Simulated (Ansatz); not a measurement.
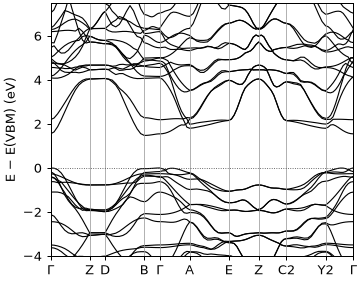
Band structure from r²SCAN (plane waves, PAW; program Ansatz)

Problem. Read off the gap and where the band edges lie.

Solution. About 1.5 eV (1.48 eV by a search for the band edges); maximum at Γ, minimum at B.

Problem. Which compound is it?
A) HfS3, P2_1/m (Hf on 2e, S on 2e, S on 2e, S on 2e)
B) S, P2/c (Pearson symbol mP32)
C) KLaGeS4, P2_1 (Pearson symbol mP14)
D) Mo2P2O11, P2_1/m (Pearson symbol mP30)

Solution. A, HfS3, P2_1/m (Hf on 2e, S on 2e, S on 2e, S on 2e)

The first step of the workflow began from a Materials Project structure, measured or hypothetical; the Crystallography Open Database copy checked does not list it. Its standing as an ambient phase is unchecked. The r²SCAN relaxation kept the symmetry of its start; whether a distortion lowers the energy is not shown. The run is not spin-polarised. A crystal of weakly bound layers computed without a dispersion correction: the cell and the soft elastic constants depend strongly on that. Scalar-relativistic: spin–orbit coupling is off unless named, which matters more the heavier the elements.

Potentials: the later of the program's two PAW sets.
